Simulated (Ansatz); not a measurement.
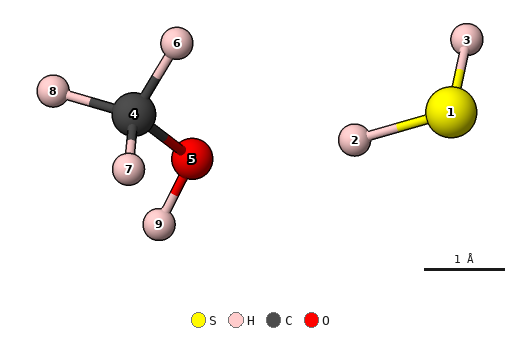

The structure (ball-and-stick view, seen at a tilt; atoms are numbered from 1 in the order of the input).

## Single-point calculation, with input and output: CH$_{6}$OS

- system: CH$_{6}$OS
- method: RKS PBE0-D4/def2-TZVPPD (Ansatz 0.2.0)

The geometry is a complex of two molecules. The geometry comes from this level: PBE0-D4/def2-TZVP.

Log:
```
Functional definition: PBE0
  name "PBE0"
  cite "Adamo & Barone, J. Chem. Phys. 110, 6158 (1999) doi:10.1063/1.478522"
  cite "Perdew, Burke & Ernzerhof, Phys. Rev. Lett. 77, 3865 (1996) doi:10.1103/PhysRevLett.77.3865"
  parent pbe
  parameter a = 0.25
  parameter kappa = 0.804
  parameter beta = 0.06672455060314922
  exchange = (1 - a)*pbe_x(kappa = kappa, mu = beta*pi^2/3) + a*exact_x
  correlation = pbe_c(beta = beta)
1068 factors; their error is unknown
mean field evaluation 1: about -14006.7483 eV, gradient 4.9e1 eV
mean field evaluation 2: about -14003.2718 eV, gradient 6.6e1 eV
mean field evaluation 4: about -14011.3650 eV, gradient 2.3e0 eV
mean field evaluation 8: about -14011.3748 eV, gradient 2.6e-2 eV
mean field evaluation 16: about -14011.3956 eV, gradient 2.4e-5 eV
mean field -14011.39556467 eV, -514.9092897368 hartree, gradient 2.4e-5 eV, S^2 0.000000; 0 other end points of the search recorded, 0 dependent functions left out
reference -14011.39561239 eV, -514.9092914904 hartree; 18, 18 occupied and 212, 212 virtual orbitals, 1068 factors
Total energy: -14011.47729997 eV, -514.9122934534 hartree
```

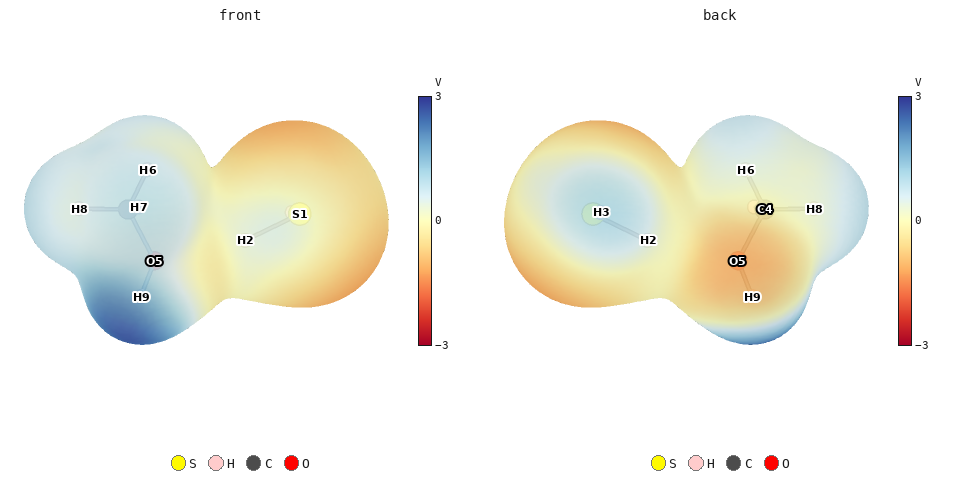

The electrostatic potential painted on the density surface at 0.002 e/bohr³, seen at a tilt and from behind; the colour scale runs from red (negative) to blue (positive).

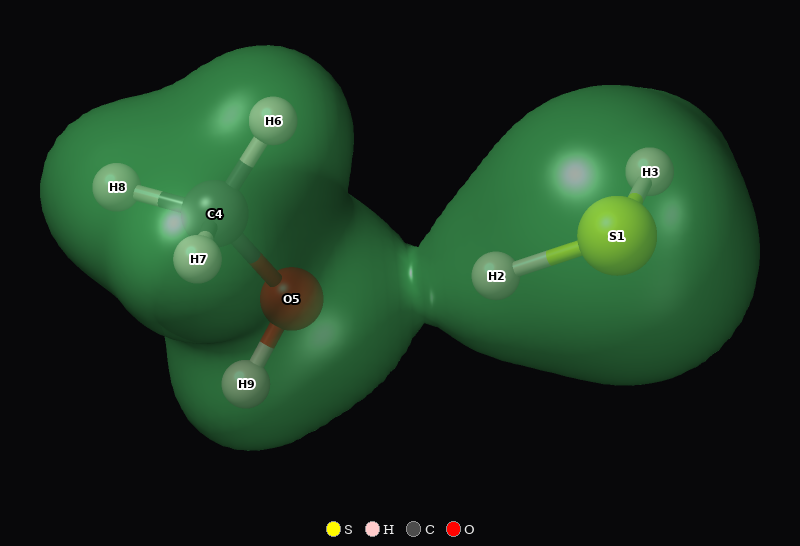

Isosurface of the total electron density at 0.1 e/Å³ (green), seen at a tilt. At this value the surface is in one piece. On the grid the lowest density along these lines, outside the cores, is 0.14 e/Å³ (O···H, 2.09 Å), 1.7 e/Å³ (C–O, 1.41 Å), 2.5 e/Å³ (O–H, 0.96 Å) and 2 e/Å³ (C–H, 1.09 Å).

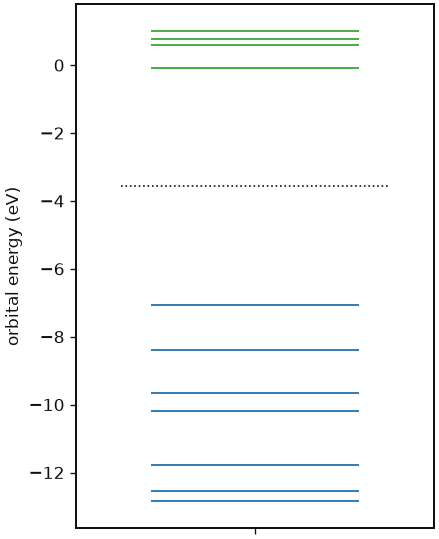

Orbital energies near the frontier; the dotted line parts filled from empty levels, and levels within 0.02 eV of each other stand side by side. Highest filled −7.07 eV, lowest empty −0.07 eV, 7.00 eV apart.

The run was set up as follows.

The input:
```yaml
crystal:
  periodic: [false, false, false]
  atoms:
    - {symbol: S, position_ang: [-0.270205, -0.474501, -2.661228]}
    - {symbol: H, position_ang: [-0.474542, 0.104003, -1.459208]}
    - {symbol: H, position_ang: [0.514435, 0.529335, -3.079567]}
    - {symbol: C, position_ang: [0.308488, -0.257192, 1.268199]}
    - {symbol: O, position_ang: [-0.439598, 0.698195, 0.542370]}
    - {symbol: H, position_ang: [1.134320, -0.566200, 0.627490]}
    - {symbol: H, position_ang: [-0.284058, -1.145075, 1.515170]}
    - {symbol: H, position_ang: [0.722050, 0.164711, 2.190850]}
    - {symbol: H, position_ang: [-1.210991, 0.946823, 1.055927]}
basis:
  gaussian: {orbitals: "def2-TZVPPD.json"}
hamiltonian: {xc: pbe0, dispersion: d4}
output: {orbitals: {seedname: orbitals}}
```

Launch command:
```bash
ansatz run in.yaml --threads 4 --pin off --events-out ev --progress --plain --max-ram 9574MiB
```

Results in brief:

```csv
quantity,value
outcome,converged
total energy,−14011.4773 eV
mean-field energy,−14011.3956 eV
dispersion energy,−0.0817 eV
SCF solution under orbital rotations,stable
HOMO,−7.07 eV
LUMO,−0.07 eV
hardware,"4 threads of Arm Neoverse V1, 23 GiB of memory available, shared host"
wall time,2 s (CPU time 7.3 s)
peak memory,0.43 GiB
```
